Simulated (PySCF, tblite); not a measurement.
# CH₁₄N₂Si₅: geometry, infrared bands and NMR shifts

What infrared bands and NMR shifts should CH₁₄N₂Si₅ (`C=N[SiH2]N([SiH3])[SiH2][SiH2][SiH3]`) show?

Programs: tblite 0.8.0 and PySCF 2.14.0, with density-fitted response routines of our own. Each step states its level of theory. These are calculated values for one molecule in the gas phase, unless marked as measured. Atoms count from 0, in the outputs and in this text.

### Step 1. Starting geometry

22 atoms, charge 0, multiplicity 1; geometry from: force field or distance geometry start.

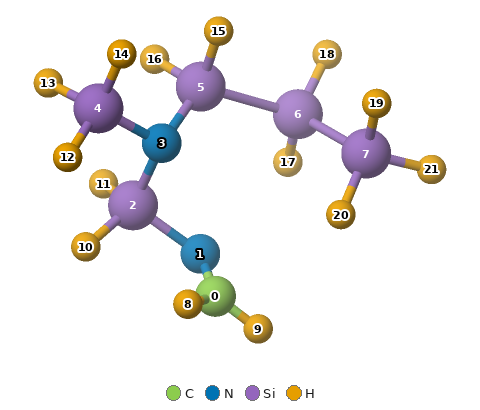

The starting geometry (carbon green, nitrogen blue, silicon purple, hydrogen amber), atoms numbered.

### Step 2. Optimising the geometry with GFN2-xTB

What the job is given:

```
{"job": {"kind": "relax", "xc": "GFN2-xTB", "basis": "xTB"}, "charge": 0, "multiplicity": 1}
C     -2.216900    -1.108200     1.287100
N     -1.706600    -1.151100     0.102700
Si    -1.716000     0.315100    -0.795900
N     -0.339700     1.135100    -0.297900
Si    -0.521700     2.764800    -0.667400
Si     1.053100     0.519300    -1.038800
Si     1.759600    -1.626300    -0.539800
Si     1.947300    -1.722400     1.746000
H     -2.670200    -0.209800     1.751900
H     -2.239700    -2.018300     1.912600
H     -2.961100     1.037400    -0.409400
H     -1.727000     0.016700    -2.245300
H     -1.692400     3.314100     0.068100
H     -0.714000     2.965200    -2.134600
H      0.660900     3.536500    -0.212200
H      2.189100     1.393400    -0.623800
H      0.940000     0.665800    -2.508600
H      0.839100    -2.673200    -1.088200
H      3.090300    -1.866400    -1.162400
H      2.906700    -0.701300     2.241000
H      0.643000    -1.514700     2.451600
H      2.466100    -3.052500     2.162500
```

The run is started by

```console
$ OMP_NUM_THREADS=1 python probes_run.py task.json out
```

The driver reads the jobs from task.json and runs them one after another.

The log of the run:

```text
step      E/eV     max force
  0    -646.80695    3.122
  1    -647.10842    2.777
  2    -647.19256    1.088
  3    -647.22391    0.811
  4    -647.28498    0.910
  5    -647.31917    0.885
  6    -647.35788    0.381
  7    -647.38463    0.394
  8    -647.42381    0.689
  9    -647.46457    0.854
 10    -647.50721    0.633
 11    -647.54125    0.360
 12    -647.56629    0.368
 13    -647.59004    0.475
 14    -647.61373    0.354
 15    -647.63099    0.297
 16    -647.64279    0.236
 17    -647.65293    0.255
 18    -647.66269    0.219
 19    -647.67234    0.175
 20    -647.68148    0.197
 21    -647.68922    0.221
 22    -647.69579    0.210
 23    -647.70112    0.168
 24    -647.70551    0.161
 25    -647.70967    0.197
 26    -647.71419    0.213
 27    -647.71938    0.180
 28    -647.72411    0.152
 29    -647.72779    0.141
 30    -647.73121    0.129
 31    -647.73518    0.137
 32    -647.73967    0.127
 33    -647.74391    0.129
 34    -647.74762    0.144
 35    -647.75086    0.187
 36    -647.75451    0.222
 37    -647.75885    0.167
 38    -647.76422    0.109
 39    -647.76592    0.090
 40    -647.76742    0.087
 41    -647.76854    0.099
 42    -647.77012    0.117
 43    -647.77261    0.148
 44    -647.77502    0.133
 45    -647.77671    0.123
 46    -647.77801    0.116
 47    -647.77914    0.090
 48    -647.77990    0.060
 49    -647.78035    0.061
 50    -647.78069    0.060
 51    -647.78120    0.078
 52    -647.78175    0.076
 53    -647.78225    0.059
 54    -647.78258    0.031
 55    -647.78284    0.036
 56    -647.78312    0.049
 57    -647.78347    0.065
 58    -647.78387    0.056
 59    -647.78425    0.047
 60    -647.78458    0.039
 61    -647.78486    0.041
 62    -647.78510    0.038
 63    -647.78529    0.033
 64    -647.78544    0.037
 65    -647.78561    0.035
 66    -647.78583    0.049
 67    -647.78609    0.049
 68    -647.78633    0.033
 69    -647.78650    0.025
 70    -647.78663    0.026
 71    -647.78678    0.032
 72    -647.78701    0.050
 73    -647.78728    0.051
 74    -647.78754    0.047
 75    -647.78776    0.048
 76    -647.78800    0.040
 77    -647.78828    0.056
 78    -647.78859    0.054
 79    -647.78888    0.042
 80    -647.78918    0.052
 81    -647.78958    0.056
 82    -647.79013    0.082
 83    -647.79065    0.061
 84    -647.79099    0.057
 85    -647.79119    0.026
 86    -647.79134    0.042
 87    -647.79160    0.058
 88    -647.79210    0.067
 89    -647.79275    0.068
 90    -647.79332    0.049
 91    -647.79372    0.032
 92    -647.79400    0.035
 93    -647.79434    0.054
 94    -647.79498    0.072
 95    -647.79606    0.109
 96    -647.79721    0.084
 97    -647.79769    0.213
 98    -647.79863    0.053
 99    -647.79905    0.046
100    -647.79939    0.041
101    -647.79999    0.036
102    -647.80079    0.034
103    -647.80189    0.067
104    -647.80282    0.089
105    -647.80360    0.085
106    -647.80466    0.056
107    -647.80547    0.057
108    -647.80595    0.068
109    -647.80627    0.045
110    -647.80656    0.034
111    -647.80721    0.047
112    -647.80800    0.079
113    -647.80917    0.080
114    -647.81005    0.078
115    -647.81059    0.058
116    -647.81118    0.056
117    -647.81201    0.063
118    -647.81333    0.084
119    -647.81502    0.078
120    -647.81640    0.094
121    -647.81795    0.124
122    -647.81957    0.099
123    -647.82162    0.090
124    -647.82329    0.084
125    -647.82482    0.109
126    -647.82657    0.120
127    -647.82806    0.100
128    -647.83064    0.096
129    -647.83194    0.072
130    -647.83333    0.056
131    -647.83429    0.061
132    -647.83509    0.060
133    -647.83626    0.066
134    -647.83789    0.074
135    -647.83956    0.100
136    -647.84064    0.070
137    -647.84128    0.068
138    -647.84192    0.059
139    -647.84267    0.051
140    -647.84335    0.051
141    -647.84378    0.048
142    -647.84411    0.045
143    -647.84465    0.045
144    -647.84539    0.056
145    -647.84623    0.064
146    -647.84687    0.050
147    -647.84714    0.105
148    -647.84746    0.037
149    -647.84771    0.040
150    -647.84805    0.059
151    -647.84831    0.040
152    -647.84862    0.053
153    -647.84885    0.044
154    -647.84911    0.039
155    -647.84940    0.046
156    -647.84969    0.043
157    -647.84995    0.036
158    -647.85024    0.040
159    -647.85055    0.047
160    -647.85086    0.040
161    -647.85112    0.036
162    -647.85134    0.029
163    -647.85158    0.035
164    -647.85187    0.044
165    -647.85223    0.055
166    -647.85262    0.047
167    -647.85292    0.036
168    -647.85316    0.029
169    -647.85342    0.033
170    -647.85369    0.034
171    -647.85397    0.045
172    -647.85429    0.051
173    -647.85469    0.055
174    -647.85514    0.048
175    -647.85555    0.042
176    -647.85584    0.031
177    -647.85601    0.036
178    -647.85615    0.031
179    -647.85629    0.032
180    -647.85645    0.026
181    -647.85660    0.024
182    -647.85678    0.030
183    -647.85698    0.035
184    -647.85718    0.033
185    -647.85734    0.023
186    -647.85743    0.022
187    -647.85748    0.019
188    -647.85755    0.019
189    -647.85763    0.021
190    -647.85772    0.027
191    -647.85782    0.021
192    -647.85789    0.025
193    -647.85796    0.019
194    -647.85803    0.020
195    -647.85811    0.021
196    -647.85819    0.019
197    -647.85828    0.021
198    -647.85836    0.021
199    -647.85845    0.025
200    -647.85854    0.023
201    -647.85863    0.022
202    -647.85871    0.022
203    -647.85879    0.021
204    -647.85888    0.029
205    -647.85896    0.020
206    -647.85903    0.017
207    -647.85908    0.015
208    -647.85911    0.014
209    -647.85915    0.017
210    -647.85919    0.015
211    -647.85923    0.011
212    -647.85925    0.013
213    -647.85927    0.013
214    -647.85930    0.014
215    -647.85934    0.019
216    -647.85938    0.020
217    -647.85943    0.017
218    -647.85948    0.018
219    -647.85955    0.021
220    -647.85963    0.021
221    -647.85970    0.022
222    -647.85975    0.017
223    -647.85980    0.015
224    -647.85985    0.017
225    -647.85991    0.022
226    -647.85996    0.018
227    -647.85999    0.010
228    -647.86002    0.010
229    -647.86004    0.009
```

Run time: 3.2 s. Hardware: 1 thread of Arm Neoverse V1, shared host; peak memory 0.19 GiB.

Relaxation path: (not every step is listed)

```csv
step,energy from step 0 (eV),largest force (eV/Å)
0,0.0000,3.1215
1,-0.3015,2.7769
2,-0.3856,1.0882
3,-0.4170,0.8111
4,-0.4780,0.9102
5,-0.5122,0.8846
6,-0.5509,0.3806
7,-0.5777,0.3938
8,-0.6169,0.6895
29,-0.9208,0.1405
50,-0.9737,0.0595
71,-0.9798,0.0323
92,-0.9870,0.0351
113,-1.0022,0.0799
134,-1.0309,0.0744
155,-1.0424,0.0458
176,-1.0489,0.0306
197,-1.0513,0.0214
218,-1.0525,0.0184
224,-1.0529,0.0169
225,-1.0530,0.0225
226,-1.0530,0.0184
227,-1.0530,0.0104
228,-1.0531,0.0104
229,-1.0531,0.0093
```

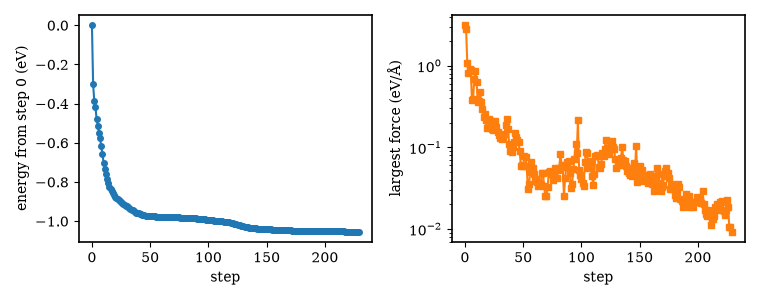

Energy and force, step by step.

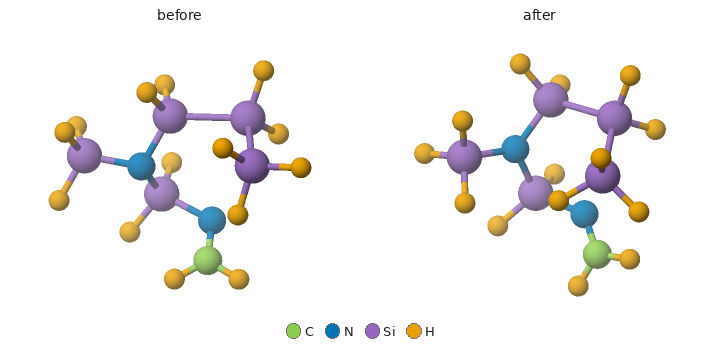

The geometry before (left) and after (right).

Close pairs (by a distance rule), those that changed most:

```csv
bond,before (Å),after (Å),change (Å)
N3–Si5,1.694,1.755,+0.062
Si2–N3,1.678,1.735,+0.058
N3–Si4,1.681,1.734,+0.053
C0–N1,1.290,1.247,-0.044
Si7–H20,1.497,1.468,-0.029
Si2–H10,1.490,1.463,-0.028
Si4–H13,1.493,1.466,-0.027
Si6–H17,1.498,1.475,-0.023
```

The end geometry stands in the next job.

### Step 3. Harmonic vibrations with GFN2-xTB

What the job is given:

```
{"job": {"kind": "ir", "xc": "GFN2-xTB", "basis": "xTB"}, "charge": 0, "multiplicity": 1}
C     -2.099541    -1.534723     1.092520
N     -1.489191    -1.059877     0.114425
Si    -1.800332     0.306353    -0.902413
N     -0.286833     1.153358    -0.963265
Si    -0.112071     2.667910    -0.137300
Si     1.033684     0.333020    -1.778761
Si     1.780900    -1.399001    -0.447221
Si     1.518260    -1.094557     1.834373
H     -3.031484    -1.133459     1.501805
H     -1.704021    -2.416348     1.591700
H     -2.839911     1.242846    -0.476160
H     -2.107157    -0.293066    -2.199221
H     -0.685995     2.559060     1.207713
H     -0.812295     3.711307    -0.892835
H      1.316749     2.957338    -0.047059
H      2.025497     1.388142    -2.035205
H      0.502044    -0.025848    -3.104310
H      1.193320    -2.687853    -0.858345
H      3.216620    -1.623056    -0.736955
H      2.780435    -0.836031     2.541823
H      0.652842     0.048322     2.150267
H      0.938071    -2.244454     2.543576
```

The log of the run:

```text
mode    cm-1     km/mol
  1     -11.9      0.30
  2      30.8      0.65
  3      45.8      0.91
  4      47.8      0.12
  5      66.8      1.61
  6      82.9      1.02
  7     106.0      0.05
  8     115.7      3.63
  9     159.6      7.52
 10     203.0      0.99
 11     211.3      0.59
 12     242.1      3.83
 13     270.6     21.57
 14     335.7     47.39
 15     377.0      7.53
 16     396.6     15.97
 17     427.6     11.91
 18     447.1     19.01
 19     455.2     10.12
 20     482.2     25.82
 21     527.0      2.54
 22     534.3     44.92
 23     559.7     12.32
 24     571.0      8.64
 25     573.8     42.94
 26     592.7     63.14
 27     612.0    649.57
 28     616.3     13.40
 29     704.8    213.98
 30     724.5    115.62
 31     765.6     72.83
 32     773.3    395.77
 33     783.1    171.05
 34     790.0    362.36
 35     792.4    392.63
 36     810.0    541.00
 37     826.2    188.45
 38     828.5    116.99
 39     835.6    187.44
 40     853.3     71.81
 41     953.5    490.45
 42    1002.0      3.53
 43    1007.9    466.90
 44    1147.7     19.56
 45    1452.5      0.32
 46    1764.1     99.51
 47    2085.6    280.36
 48    2131.5     69.55
 49    2141.3    368.99
 50    2166.3    165.18
 51    2188.3    497.03
 52    2197.1    508.75
 53    2208.1    178.95
 54    2217.0    243.50
 55    2224.6    161.28
 56    2246.9    610.27
 57    2273.1    310.73
 58    2281.4    302.51
 59    2871.0    101.31
 60    2969.7     37.10
```

It took 1.6 s on 1 thread of Arm Neoverse V1, shared host; peak memory 0.19 GiB.

Which atoms move in the most intense modes:

```csv
cm⁻¹,km/mol,atoms
612,649.6,"H18 36 %, H17 18 %"
773,395.8,"H14 35 %, H13 32 %"
810,541.0,"H15 21 %, H13 20 %, H16 19 %, H12 18 %"
954,490.4,N3 76 %
1008,466.9,"N3 77 %, Si4 11 %"
2188,497.0,H21 82 %
2197,508.8,"H19 61 %, H20 23 %"
2247,610.3,"H10 66 %, H11 18 %"
```

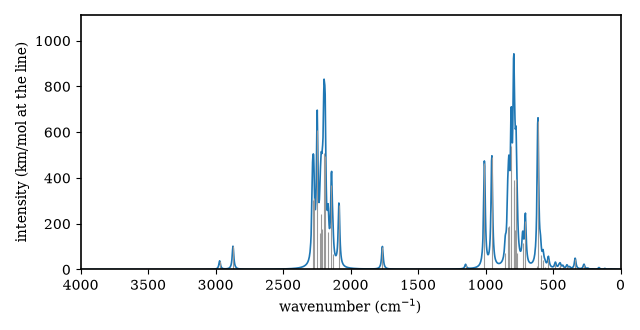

The infrared spectrum from these modes, unscaled. Lines are broadened to a width of 14 cm⁻¹ (Lorentzian).

### Step 4. Nuclear shieldings: PBE0/pcSseg-1

Settings changed since step 3:

```diff
@@ -1,2 +1,2 @@
-{"job": {"kind": "ir", "xc": "GFN2-xTB", "basis": "xTB"}, "charge": 0, "multiplicity": 1}
+{"job": {"kind": "nmr", "xc": "PBE0", "basis": "pcSseg-1"}, "charge": 0, "multiplicity": 1}
 C     -2.099541    -1.534723     1.092520
```

Method: GIAO PBE0/pcSseg-1 NMR shielding, non-relativistic, gas phase.

The log of the run:

```text
coarse grid: 20016 points
cycle   1  E = -1602.5505041416  dE =  4.034e-01  |g| = 5.819e-01  |ddm| = 4.253e+00
cycle   2  E = -1602.4082798735  dE =  1.422e-01  |g| = 9.772e-01  |ddm| = 1.452e+00
cycle   3  E = -1602.6214915314  dE = -2.132e-01  |g| = 1.040e-01  |ddm| = 1.062e+00
cycle   4  E = -1602.6236570747  dE = -2.166e-03  |g| = 4.696e-02  |ddm| = 1.291e-01
cycle   5  E = -1602.6240948123  dE = -4.377e-04  |g| = 1.787e-02  |ddm| = 4.464e-02
cycle   6  E = -1602.6241634125  dE = -6.860e-05  |g| = 3.569e-03  |ddm| = 2.029e-02
cycle   7  E = -1602.6241664701  dE = -3.058e-06  |g| = 6.308e-04  |ddm| = 4.471e-03
final grid: 168032 points
cycle   8  E = -1602.6631034155  dE = -2.335e-05  |g| = 6.400e-03  |ddm| = 2.512e-02
cycle   9  E = -1602.6630932151  dE =  1.020e-05  |g| = 9.272e-03  |ddm| = 1.588e-02
cycle  10  E = -1602.6631121105  dE = -1.890e-05  |g| = 1.415e-03  |ddm| = 9.683e-03
cycle  11  E = -1602.6631125403  dE = -4.297e-07  |g| = 3.492e-04  |ddm| = 1.239e-03
cycle  12  E = -1602.6631125651  dE = -2.487e-08  |g| = 1.229e-04  |ddm| = 3.009e-04
cycle  13  E = -1602.6631125682  dE = -3.048e-09  |g| = 3.386e-05  |ddm| = 1.321e-04
cycle  14  E = -1602.6631125684  dE = -2.428e-10  |g| = 4.482e-06  |ddm| = 4.075e-05
converged SCF energy = -1602.6631125684

GIAO shielding tensors (ppm)
atom      isotropic    diamagn.    paramagn.     s11        s22        s33       span
  0 C       15.143     252.280    -237.137    -75.407    -10.094    130.931    206.338
  1 N     -147.710     334.407    -482.116   -522.099   -187.273    266.243    788.342
  2 Si     376.459     883.453    -506.994    343.299    360.718    425.360     82.060
  3 N      266.632     334.702     -68.070    226.933    280.942    292.021     65.088
  4 Si     394.064     880.712    -486.648    348.462    370.592    463.138    114.676
  5 Si     378.077     881.242    -503.165    330.923    344.846    458.463    127.540
  6 Si     479.098     881.840    -402.743    457.267    483.703    496.324     39.057
  7 Si     466.030     881.873    -415.843    452.461    464.602    481.026     28.565
  8 H       23.105      29.162      -6.057     21.115     22.060     26.142      5.027
  9 H       23.318      31.317      -7.999     21.588     22.176     26.191      4.603
 10 H       26.480      30.511      -4.031     22.880     24.915     31.645      8.765
 11 H       26.465      30.446      -3.981     23.596     24.404     31.395      7.799
 12 H       26.894      30.879      -3.985     23.219     25.649     31.815      8.596
 13 H       26.819      28.901      -2.083     22.726     24.496     33.234     10.508
 14 H       27.002      30.573      -3.572     23.699     26.003     31.303      7.604
 15 H       26.422      30.374      -3.952     22.707     25.661     30.897      8.191
 16 H       26.110      29.876      -3.766     22.113     24.950     31.267      9.153
 17 H       28.075      30.305      -2.229     25.268     25.502     33.456      8.189
 18 H       28.385      29.755      -1.370     24.306     25.679     35.171     10.865
 19 H       28.201      30.002      -1.801     24.617     25.370     34.616      9.999
 20 H       28.458      32.887      -4.429     25.063     28.077     32.234      7.172
 21 H       28.233      30.916      -2.683     24.840     25.945     33.915      9.076
```

Run time: 69 s. Hardware: 1 thread of Arm Neoverse V1, shared host; peak memory 1.1 GiB.

The references, computed at this level on geometries of the same kind, shield at (ppm): ¹H TMS 31.72, ¹³C TMS 186.9, ²⁹Si TMS 349.2, ¹⁵N NH3 267.7. Their shielding less the atom's gives the shift. The references are single molecules in the gas phase, so shifts against H2O, NH3, PH3, H3PO4 or CFCl3 are not on the usual liquid scales and can be off by tens of ppm. Atoms listed in one row are averaged.

| atoms | environment | σ (ppm) | δ (ppm) | δ scaled to CDCl3 |
| --- | --- | --- | --- | --- |
| C0 | C=N carbon | 15.1 | 171.8 | 165.7 |
| H8 | hydrogen on a C=N carbon | 23.11 | 8.61 | 8.22 |
| H9 | hydrogen on a C=N carbon | 23.32 | 8.40 | 8.02 |
| H15, H16 | hydrogen on a silicon bonded to N, Si | 26.27 | 5.45 | – |
| H10, H11 | hydrogen on a silicon bonded to 2 N | 26.47 | 5.24 | – |
| H12, H13, H14 | hydrogen on a silicon bonded to N | 26.90 | 4.81 | – |
| H17, H18 | hydrogen on a silicon bonded to 2 Si | 28.23 | 3.49 | – |
| H19, H20, H21 | hydrogen on a silicon bonded to Si | 28.30 | 3.42 | – |
| N1 | imine nitrogen | -147.7 | 415.4 | – |
| N3 | nitrogen bonded to 3 Si | 266.6 | 1.1 | – |
| Si2 | silicon bonded to 2 N, 2 H | 376.5 | -27.3 | – |
| Si5 | silicon bonded to N, Si, 2 H | 378.1 | -28.9 | – |
| Si4 | silicon bonded to N, 3 H | 394.1 | -44.9 | – |
| Si7 | silicon bonded to Si, 3 H | 466.0 | -116.9 | – |
| Si6 | silicon bonded to 2 Si, 2 H | 479.1 | -129.9 | – |

The scaled column applies a straight-line fit of computed shieldings to shifts measured in CDCl3 (root-mean-square error 0.16 ppm for H, 1.9 ppm for C).

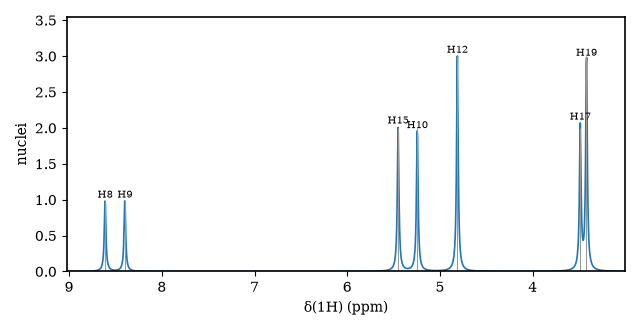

¹H lines at the computed shifts, without couplings. Lines are broadened to a width of 0.02 ppm (Lorentzian).

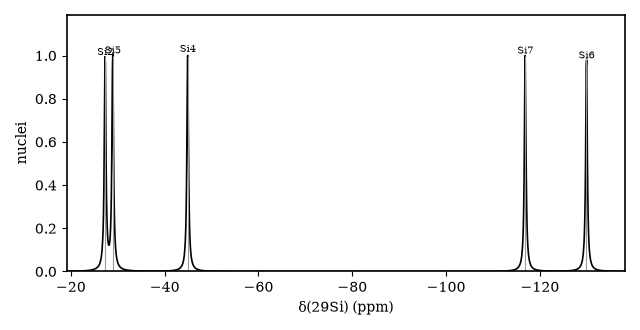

²⁹Si lines at the computed shifts, without couplings. Lines are broadened to a width of 0.41 ppm (Lorentzian).

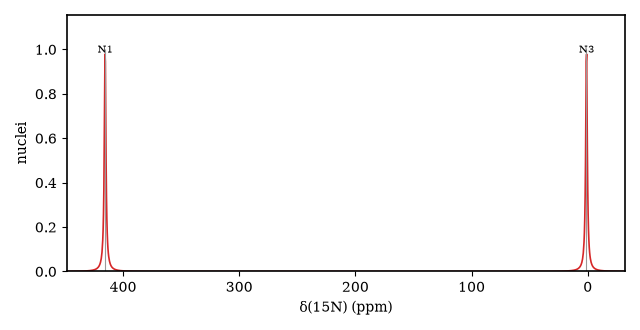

¹⁵N lines at the computed shifts, without couplings. Lines are broadened to a width of 2 ppm (Lorentzian).

Charges from the same density, by scheme (e):

```
atoms  Mulliken    IAO  Hirshfeld  ESP fit
   C0      0.07  -0.07       0.04     0.12
   N1     -0.58  -0.53      -0.20    -0.43
  Si2      0.88   0.99       0.39     0.66
   N3     -1.07  -1.04      -0.35    -0.48
  Si4      0.64   0.74       0.34     0.48
  Si5      0.49   0.61       0.28     0.28
  Si6     -0.02   0.12       0.13     0.18
  Si7      0.19   0.30       0.21     0.18
```

IAO charges:

C0 -0.07; N1 -0.53; Si2 0.99; N3 -1.04; Si4 0.74; Si5 0.61; Si6 0.12; Si7 0.30; H8 0.11; H9 0.14; H10 -0.15; H11 -0.14; H12 -0.14; H13 -0.14; H14 -0.12; H15 -0.11; H16 -0.11; H17 -0.07; H18 -0.10; H19 -0.10; H20 -0.10; H21 -0.10

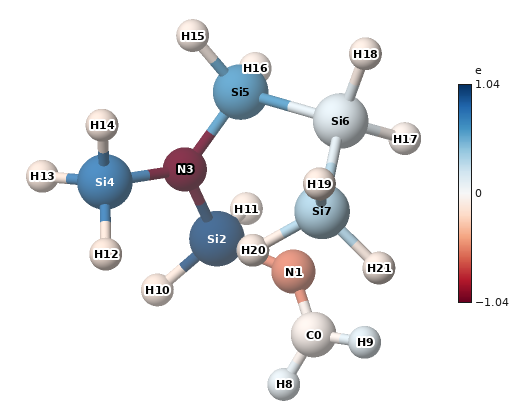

IAO charges, as colours on the atoms.

Mayer bond orders: C0–N1 1.96, N1–Si2 0.93, Si2–N3 0.93, N3–Si4 0.89, N3–Si5 0.84, Si5–Si6 0.88, Si6–Si7 0.88.

### Step 5. What came out

| quantity | value |
| --- | --- |
| strongest single infrared mode (GFN2-xTB) | 612 cm⁻¹, 650 km/mol |
| zero-point energy (GFN2-xTB) | 83.1 kcal/mol |
| ¹³C shifts against TMS (PBE0/pcSseg-1) | 171.8 ppm |
| ¹H shifts against TMS (PBE0/pcSseg-1, means over atoms taken as alike) | 8.61, 8.40, 5.45, 5.24, 4.81, 3.49, 3.42 ppm |
| ¹⁵N shifts against NH3 (PBE0/pcSseg-1) | 415.4, 1.1 ppm |
| ²⁹Si shifts against TMS (PBE0/pcSseg-1) | -27.3, -28.9, -44.9, -116.9, -129.9 ppm |

In words: Relaxing lowered the energy by 1.053 eV in 229 steps; the close pair that moved most is N3–Si5, from 1.694 to 1.755 Å. The lowest mode is slightly imaginary (12i cm⁻¹), a soft motion within the noise of the Hessian, so the minimum is not strictly shown. The strongest single mode, at 612 cm⁻¹, is spread over many atoms; the largest shares are those of H18, H17. Unscaled tight-binding wavenumbers are off by several per cent, some by more. Its intensities can rank the bands wrongly. At PBE0/pcSseg-1: Shielding is most anisotropic at N1 (span 788 ppm, paramagnetic term -482 ppm).
